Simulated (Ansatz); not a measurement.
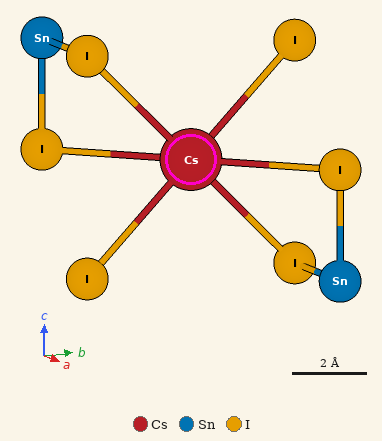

Perfect CsSnI$_{3}$. The picture is a ball-and-stick view of the atoms within 5.4 Å of one point, in a slice 4.2 Å thick across the line of sight, seen slightly off an axis.

Theory: DFT, PBEsol, PAW, plane waves (Ansatz). Settings: plane-wave cutoff 420 eV; k-point mesh 1 × 1 × 1; mesh shifted by (0.25, 0.25, 0.25); collinear spin. Fermi-Dirac smearing of 0.01 eV. A uniform background neutralises the charged cell. The axes drawn are those of the host's conventional cell.

A caesium atom is replaced by molybdenum at the ringed place, in charge state +2. The supercell has 40 sites, and the atoms are relaxed at the host's cell.

### How do the neighbours respond?

In the host the Cs atom has ; the Mo atom ends with 5 I at 2.64 to 2.75 Å. Of the host's atoms, an iodine atom moves furthest from its site, by 1.16 Å. The Mo atom itself moves 2.41 Å from where it was put. The cell's net moment is 1.00 μB.

The relaxed defect, seen from the same direction:

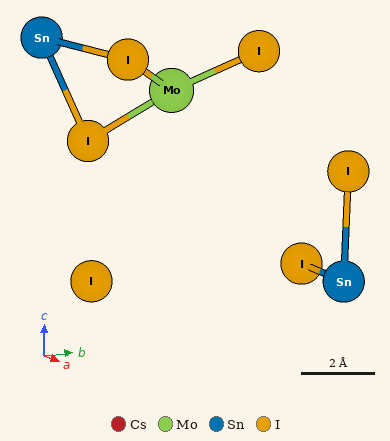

Limits of the set-up: the cell is charged, on a uniform background, and energies carry no finite-size correction.
